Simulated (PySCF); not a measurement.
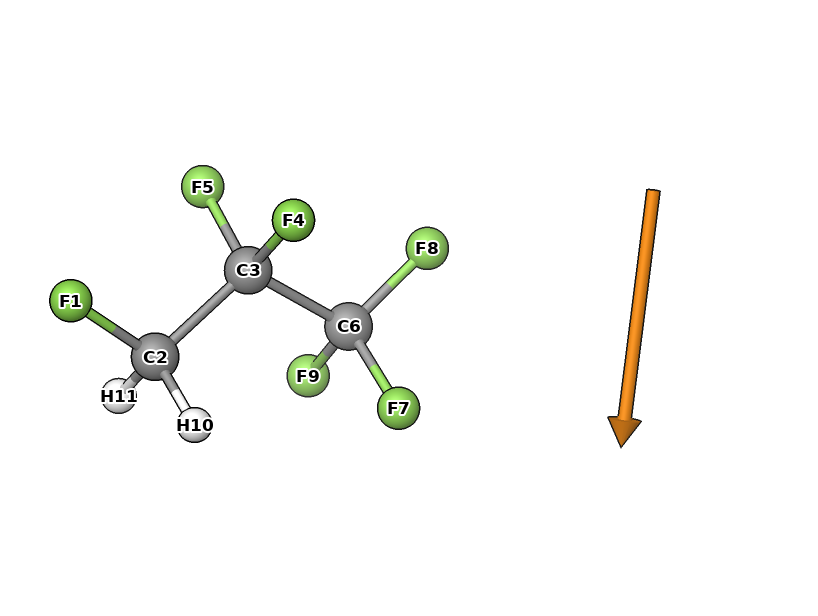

The arrow beside the molecule shows the direction of the dipole moment, from the negative to the positive end (its length means nothing). Computed geometry: PBE0-D3(BJ)/def2-SVP optimisation. No frequency run is at hand to confirm it as a minimum. Method: KT3/pcSseg-2, gas phase (PySCF 2.14.0).

> How large is the dipole moment?

1.82 D; it points from the side of F4, F5 to the side of H10, H11 (the outermost atoms at the two ends).
